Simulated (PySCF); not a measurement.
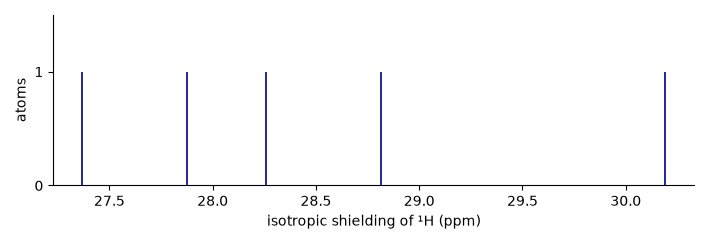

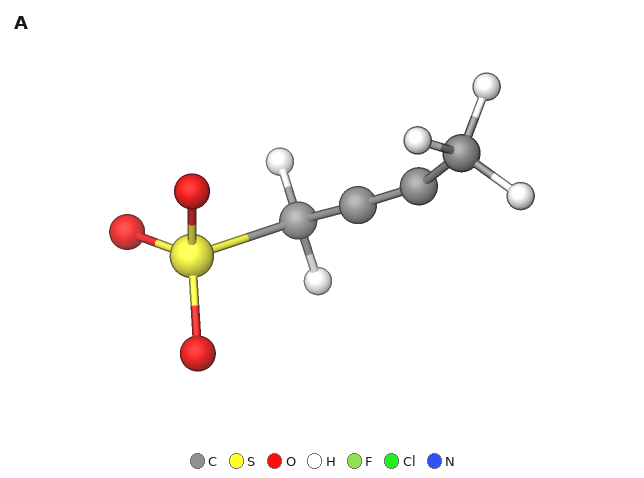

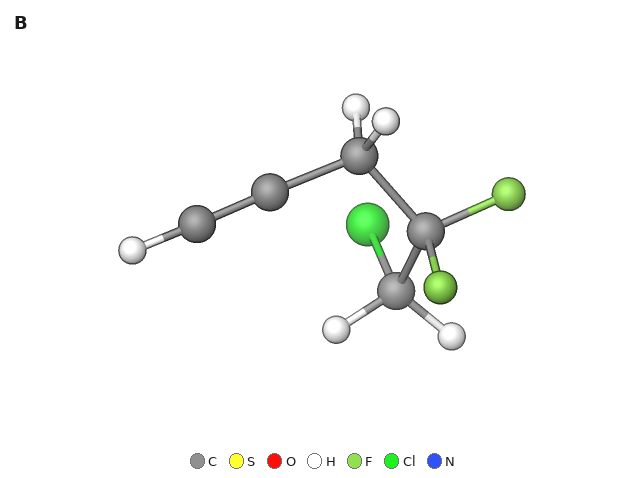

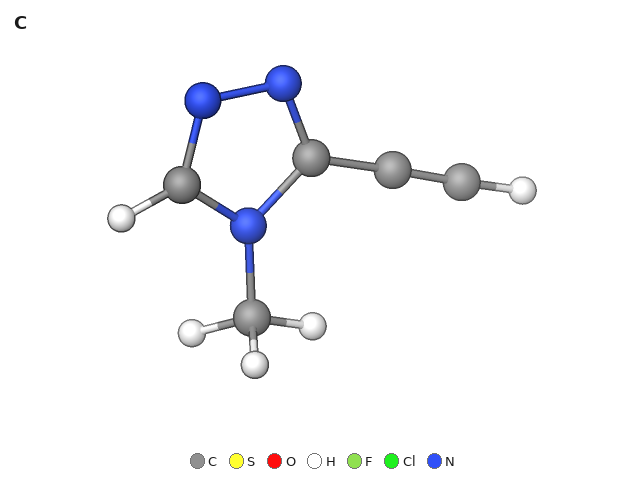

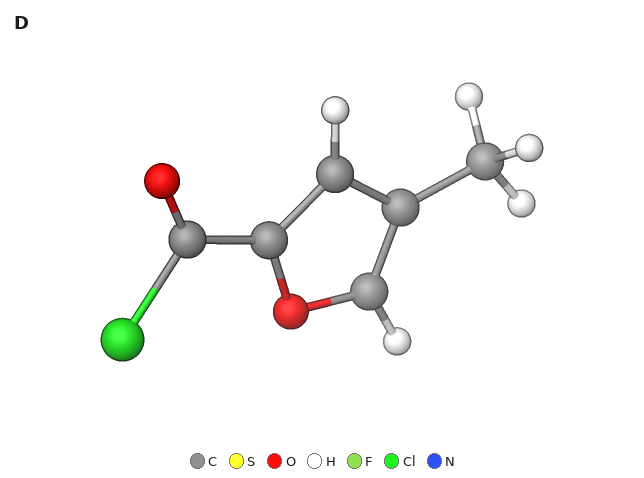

The sticks are computed shieldings of one of the molecules, for one fixed geometry (GFN2-xTB) without averaging over rotations. Low shielding means a high chemical shift. Method: GIAO PBE0/pcSseg-1 NMR shielding, non-relativistic, gas phase (PySCF 2.14.0).

### Match the spectrum to a structure.

B, `C#CCC(F)(F)CCl`. Its 5 H atoms give lines at 27.37, 27.88, 28.26, 28.81, 30.19 ppm.
